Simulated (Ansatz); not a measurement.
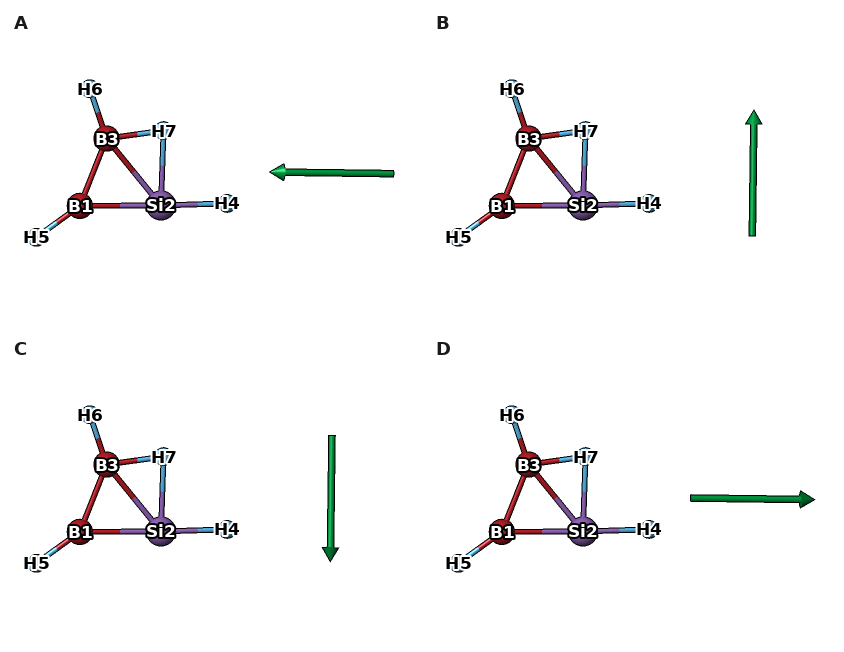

The same molecule four times, each with an arrow. Computed geometry: PBE-D4/def2-SVP optimisation. No frequency run is at hand to confirm it as a minimum. Method: RKS PBE-D4/def2-SVP (Ansatz 0.2.0).

### Which arrow points along the dipole moment, from the negative to the positive end?

D. The dipole moment is 2.12 D; it points from the side of H5 to the side of H4 (the outermost atoms at the two ends).
